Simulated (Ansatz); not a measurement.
## Electronic structure of F2H4O2Si2···H2O···HF in real space

Input file:

```
crystal:
  periodic: [false, false, false]
  atoms:
    - {symbol: Si, position_ang: [-0.795218, 0.445960, 0.633605]}
    - {symbol: O, position_ang: [0.358522, 0.037909, -0.504075]}
    - {symbol: Si, position_ang: [0.125870, 0.058710, -2.167301]}
    - {symbol: F, position_ang: [-1.968007, 0.756027, -0.463626]}
    - {symbol: F, position_ang: [-0.647525, 1.919856, 1.195988]}
    - {symbol: O, position_ang: [-1.615713, -0.701513, 1.477672]}
    - {symbol: H, position_ang: [1.492364, -0.214981, 1.698807]}
    - {symbol: O, position_ang: [0.585809, -0.029120, 2.020740]}
    - {symbol: H, position_ang: [1.810461, -0.300257, -0.083474]}
    - {symbol: F, position_ang: [2.600249, -0.483697, 0.439496]}
    - {symbol: H, position_ang: [-0.209325, 1.420706, -2.633464]}
    - {symbol: H, position_ang: [1.438517, -0.360931, -2.715361]}
    - {symbol: H, position_ang: [-0.917776, -0.917470, -2.550394]}
    - {symbol: H, position_ang: [-2.511527, -0.829949, 1.159298]}
    - {symbol: H, position_ang: [0.253298, -0.801150, 2.491989]}
basis:
  gaussian: {orbitals: def2-TZVPP}
hamiltonian: {xc: pbe0, dispersion: d4}
output: {orbitals: {seedname: orbitals}}
```

Launched as:

```sh
ansatz run in.yaml --threads 4 --pin off --events-out ev --progress --plain --max-ram 41984MiB --backend cuda --devices 0, --max-vram 37GiB
```

The reactant side of a reaction path; geometry: PBE0-D4/def2-TZVP; a saddle point, not a minimum.

All numbers below come from RKS PBE0-D4/def2-TZVPP in Ansatz.

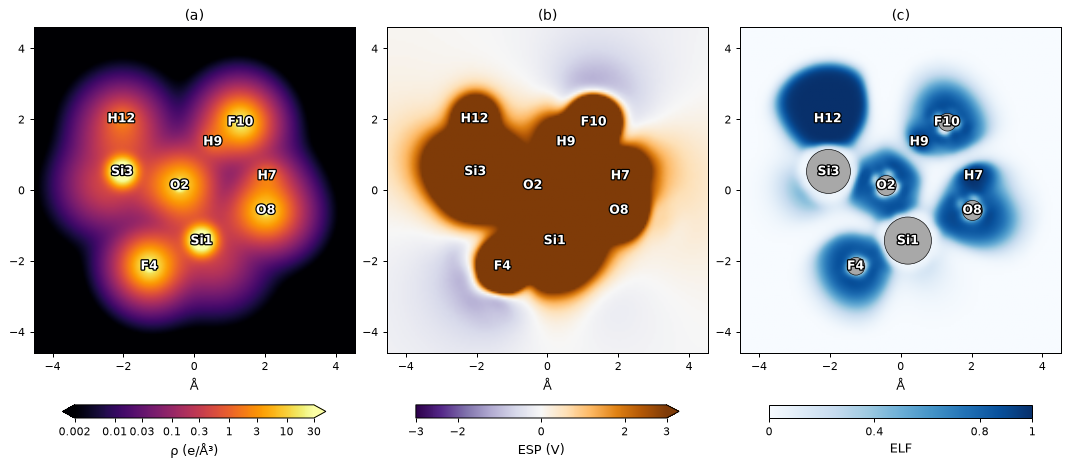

Figure 1. (a) electron density; (b) electrostatic potential; (c) electron localisation function on the plane of atoms O2, Si1 and F4. Grey discs cover the atomic cores in the ELF map.

Read the bonding off the picture.

Answer. Atoms in the plane: Si, O, F and H.
Si1···O8 (2.01 Å): the density falls to about 0.39 e/Å³ on the way; the ELF peaks at about 0.90 in the valence shell of O, 0.6 Å from its nucleus, and is about 0.65 at the midpoint.
Si–O (1.67 Å): the density is about 1.1 e/Å³ at the midpoint; the ELF peaks at about 0.85 between the atoms: a shared but strongly polarised pair.
O–H (0.98 Å): the density is about 3.8 e/Å³ at the midpoint; the ELF climbs to about 1 towards the hydrogen, as it does in any bond to H: an ordinary covalent bond to hydrogen.
Si–F (1.64 Å): the density is about 1.1 e/Å³ at the midpoint; the ELF peaks at about 0.85 in the valence shell of F, 0.6 Å from its nucleus, and is about 0.55 at the midpoint.
F–H (0.96 Å): ρ at the midpoint is about 4.4 e/Å³; the ELF climbs to about 0.95 towards the hydrogen: an ordinary covalent bond to hydrogen.
The ELF also peaks beside F4, O8 and F10, away from the bonds: lone-pair regions.
Outside the dense part of the complex the potential is most negative (−1.1 V) near F4.

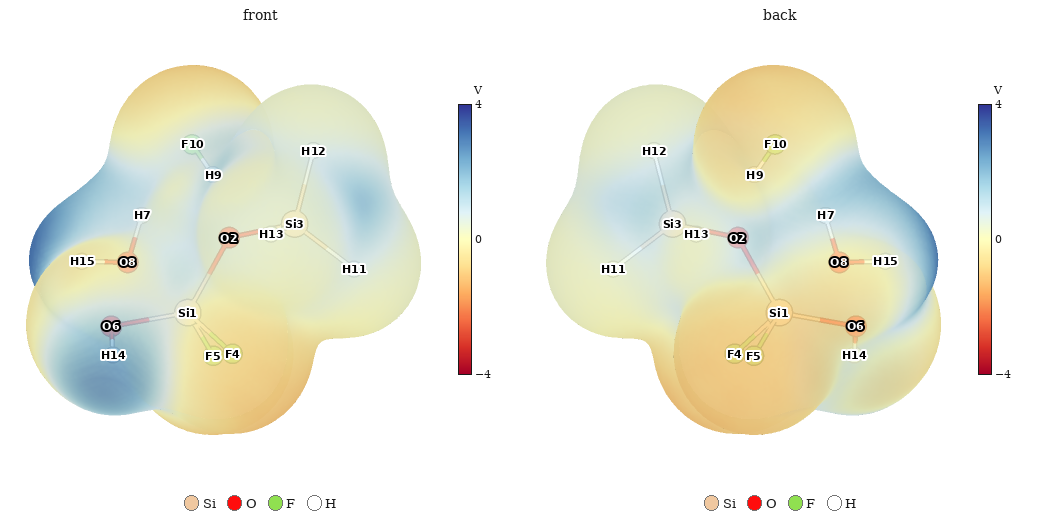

Figure 2. The electrostatic potential painted on the density surface at 0.002 e/bohr³, seen from the front and from behind; red is negative and blue positive.

Describe the electrostatic potential map.

Answer. The most negative region (about −1.1 V) lies over F4 and F5, the most positive (about +3.0 V) over H15.

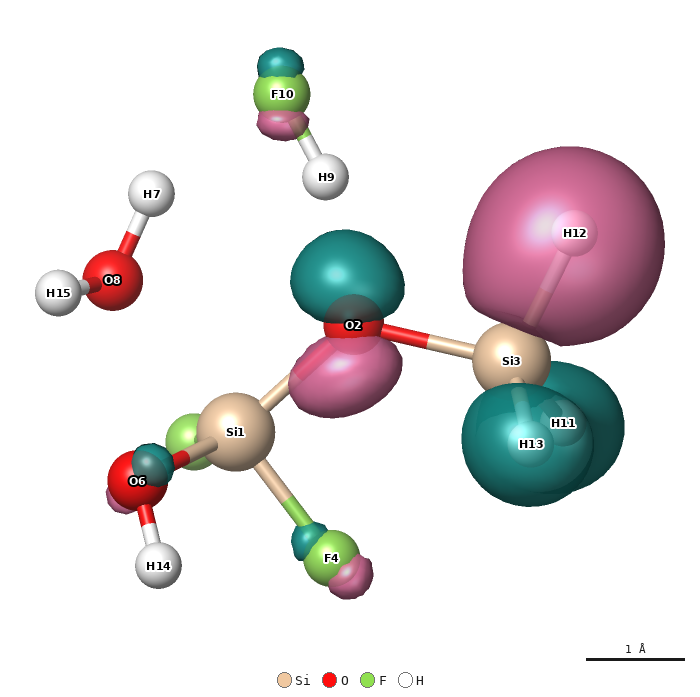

Figure 3. The HOMO−1 at ±0.15 Å⁻³ᐟ² (teal and pink are the two phases), seen at a tilt.

Where does this orbital lie, and at what energy?

Answer. By Hirshfeld shares it lies mainly on Si3 (about 35 %), H12 (about 30 %), O2 (about 10 %), H11 (about 10 %) and H13 (about 10 %). Its energy is −9.72 eV.

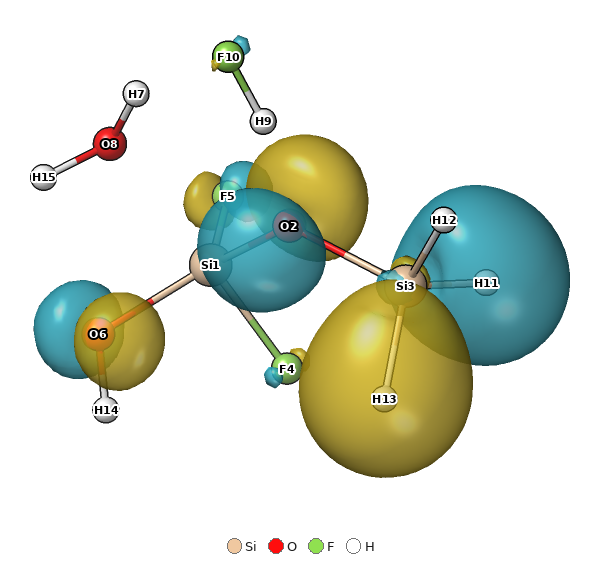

Figure 4. The HOMO at ±0.1 Å⁻³ᐟ² (yellow and cyan are the two phases), seen at a tilt.

What is the character of this orbital?

Answer. It lies mainly on Si3 (about 25 %), O2 (about 25 %), H11 (about 20 %), H13 (about 20 %) and O6 (about 5 %). Its energy is −9.51 eV.
